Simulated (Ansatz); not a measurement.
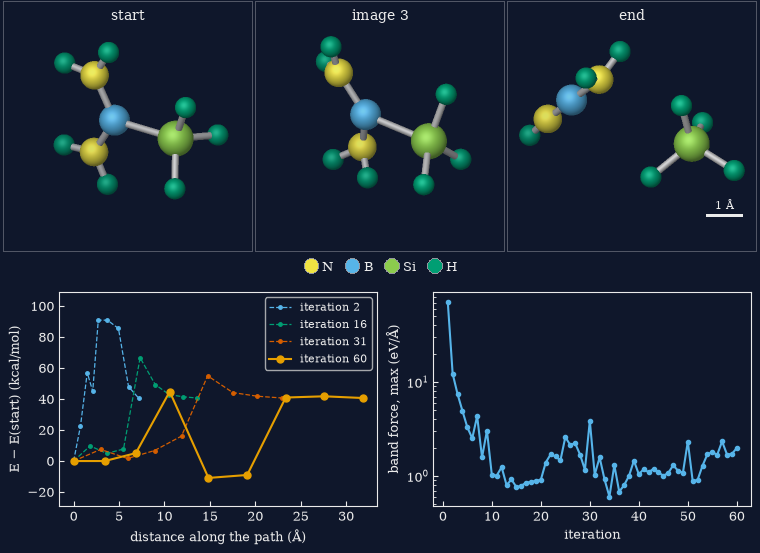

A search for the minimum-energy path of BSiN₂H₇ by the nudged elastic band. Images are numbered from 0 (start) to 8 (end). The plot follows the band through its iterations. A ball-and-stick model, seen at a tilt.

All numbers below come from UKS PBE0/def2-SVP (Ansatz). Settings: 7 movable images; climbing image; force threshold 0.03 eV/Å; iteration limit 60; starting path through a guess of the saddle point.

> How did the profile develop, and is the result final?

The result isn't final. The band hadn't converged when the run stopped after 60 iterations. The largest component of the band force went from 72 to 2 eV/Å. The barrier read from it is provisional: over the last two iterations the highest image moved from 41.8 kcal/mol to 44.8 kcal/mol. The first iteration put the highest image at 351.5 kcal/mol. Relative to the start the highest point is image 3 at +44.8 kcal/mol and the end lies at +40.7 kcal/mol, but the profile dips to −10.9 kcal/mol at image 4 on the way, so there may be more than one step; on an unconverged band the side maxima are provisional.

Cost: 17 min on 2 threads of Arm Neoverse V2, on a shared host, peak memory 0.29 GiB.
